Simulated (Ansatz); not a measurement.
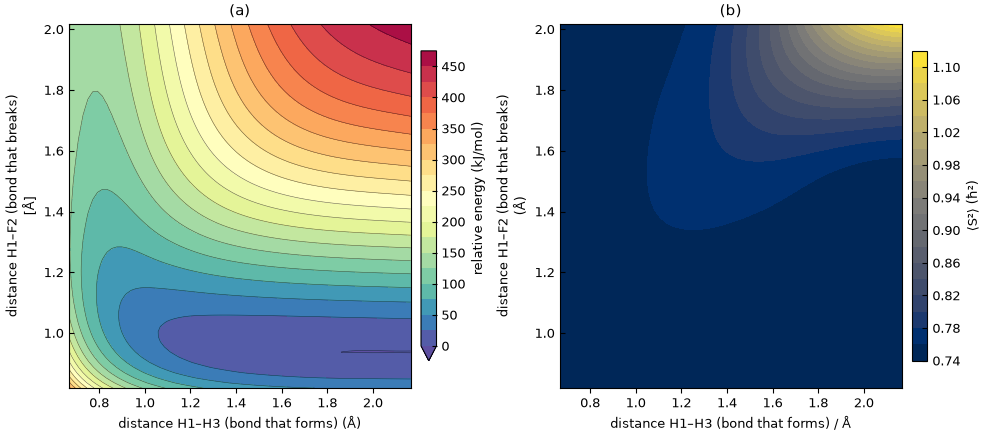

The reacting system FH2 (fragments FH + H where the first distance is long, H₂ + F where the second is long), spin multiplicity 2. First axis: distance H1–H3 (bond that forms). Second axis: distance H1–F2 (bond that breaks). Relaxed at each point: all other coordinates. Grid: 7 × 7 points. Points are written as (first, second). Energies are in kJ/mol, from the lowest grid point. Method: UKS PBE-D4/def2-TZVP in Ansatz 0.2.0.

Panel (a) is the energy and panel (b) the computed ⟨S²⟩ on the same grid.

The picture shows filled contours. Between grid points the surface is interpolated.

How does the ⟨S²⟩ vary over the map, and what is it at the lowest grid point?

Answer. Leaving out the highest fifth of the energies, it runs from 0.75 ħ² at (2.166 Å, 0.819 Å) to 0.78 ħ² at (1.297 Å, 1.774 Å). At the lowest grid point, (1.860 Å, 0.947 Å), it is 0.75 ħ².

```csv
"second ↓, first →",0.666,0.826,1.046,1.297,1.570,1.860,2.166
2.019,0.75,0.75,0.75,0.77,0.85,1.01,1.12
1.774,0.75,0.75,0.76,0.78,0.82,0.86,0.86
1.542,0.75,0.75,0.76,0.77,0.78,0.76,0.75
1.324,0.75,0.75,0.76,0.76,0.75,0.75,0.75
1.123,0.75,0.75,0.75,0.75,0.75,0.75,0.75
0.947,0.75,0.75,0.75,0.75,0.75,0.75,0.75
0.819,0.75,0.75,0.75,0.75,0.75,0.75,0.75
```
